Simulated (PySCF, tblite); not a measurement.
**CH11NSi3: geometry, infrared bands and NMR shifts**

What infrared bands and NMR shifts should CH11NSi3 (`CN([SiH3])[SiH2][SiH3]`) show?

The runs use tblite 0.8.0 and PySCF 2.14.0, with density-fitted response routines of our own; the level of theory stands in each step. All values are computed, except where a source is named. Atoms count from 0, in the outputs and in this text.

**1. Starting geometry**

16 atoms, charge 0, multiplicity 1; geometry from: force field or distance geometry start.

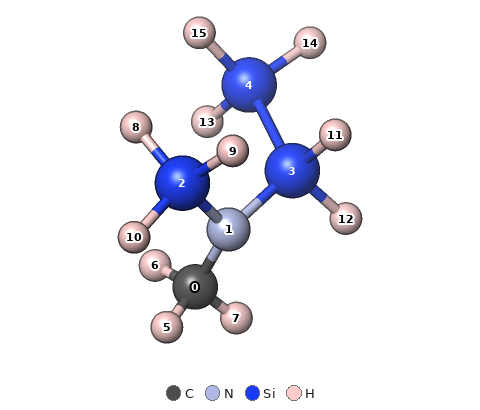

As it starts; carbon dark grey, nitrogen light blue, silicon blue, hydrogen pink, atoms numbered.

**2. Relaxing the molecule with GFN2-xTB**

What the job is given:

```
{"job": {"kind": "relax", "xc": "GFN2-xTB", "basis": "xTB"}, "charge": 0, "multiplicity": 1}
C     -1.778100    -0.748800    -0.484300
N     -0.977000     0.241300     0.223000
Si    -0.676700     1.798700    -0.393800
Si     0.390000    -0.214200     1.166400
Si     2.261900    -0.947200    -0.009600
H     -2.743100    -0.310800    -0.816000
H     -1.269100    -1.137500    -1.370900
H     -2.042700    -1.588300     0.167100
H      0.394100     1.705900    -1.411200
H     -0.334200     2.757000     0.682000
H     -1.934600     2.247000    -1.062100
H      0.750700     0.862300     2.122700
H     -0.080300    -1.355500     2.020100
H      1.892600    -2.047100    -0.950300
H      3.314800    -1.430600     0.911800
H      2.824000     0.176600    -0.806300
```

The run is started by

```bash
$ OMP_NUM_THREADS=1 python probes_run.py task.json out
```

This one command runs all jobs of the session in turn.

**Question.** This job is followed by: GFN2-xTB harmonic vibrations, gas phase; GIAO PBE0/pcSseg-1 NMR shielding, non-relativistic, gas phase. What will the session give for the following? strongest single infrared mode (GFN2-xTB); zero-point energy (GFN2-xTB); 13C shifts against TMS (PBE0/pcSseg-1); 1H shifts against TMS (PBE0/pcSseg-1, means over atoms taken as alike); 15N shifts against NH3 (PBE0/pcSseg-1); 29Si shifts against TMS (PBE0/pcSseg-1); surface potential, least and greatest.

As calculated:

```
                                                              quantity                       value
                             strongest single infrared mode (GFN2-xTB)        708 cm⁻¹, 823 km/mol
                                          zero-point energy (GFN2-xTB)               67.2 kcal/mol
                                13C shifts against TMS (PBE0/pcSseg-1)                    38.4 ppm
1H shifts against TMS (PBE0/pcSseg-1, means over atoms taken as alike)  5.19, 4.65, 3.36, 2.78 ppm
                                15N shifts against NH3 (PBE0/pcSseg-1)                    -4.5 ppm
                               29Si shifts against TMS (PBE0/pcSseg-1)    -33.4, -45.1, -130.0 ppm
                                 surface potential, least and greatest          -0.46 V and 1.17 V
```

What this shows: Over 100 steps the energy fell by 0.328 eV; of the close pairs, N1–Si2 changed most, 1.702 to 1.732 Å. No mode is imaginary among the 42: a minimum at this level. The strongest single mode, at 708 cm⁻¹, is carried by H12, H11, Si3. GFN2-xTB is a fitted tight-binding method: band positions and strengths are rough. Its intensities can rank the bands wrongly. At PBE0/pcSseg-1: The widest tensor belongs to Si3: span 145 ppm, with a paramagnetic part of -499 ppm. By nearest atom (PBE0/pcSseg-1), the HOMO sits on N1 54 %; Si4 8 % and the LUMO on Si3 17 %; Si4 10 %.
